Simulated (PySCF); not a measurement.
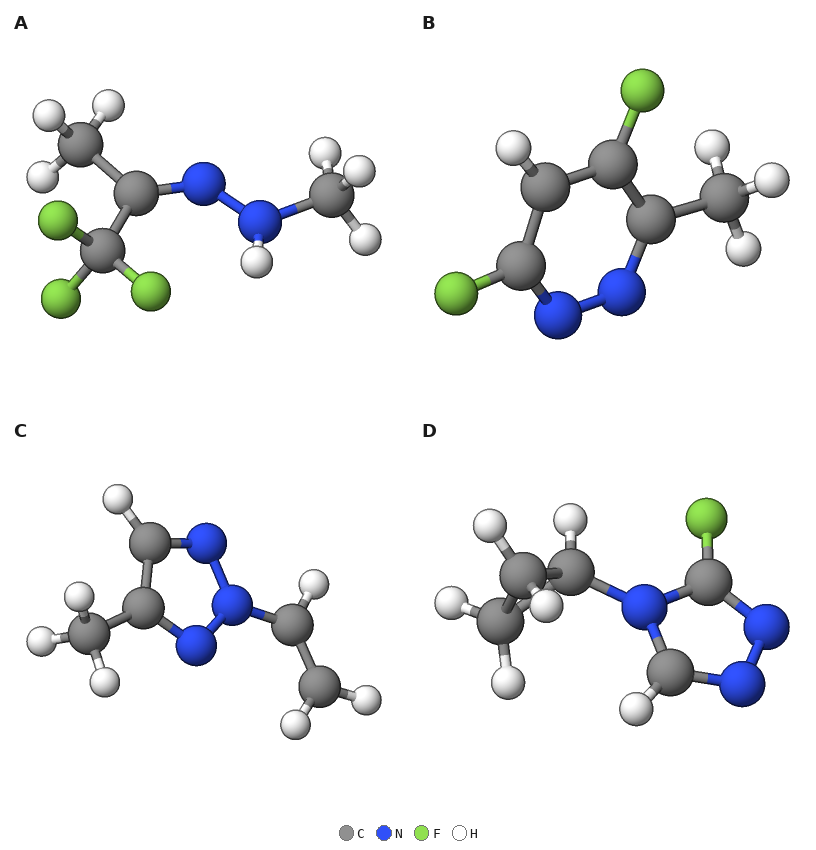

Simulated data, not a measurement (program: PySCF).

Which panel belongs to which SMILES?
(1) C=Cn1ncc(C)n1
(2) CN/N=C(/C)C(F)(F)F
(3) Fc1nncn1C1CC1
(4) Cc1nnc(F)cc1F

Answer. A is (2), B is (4), C is (1), D is (3).
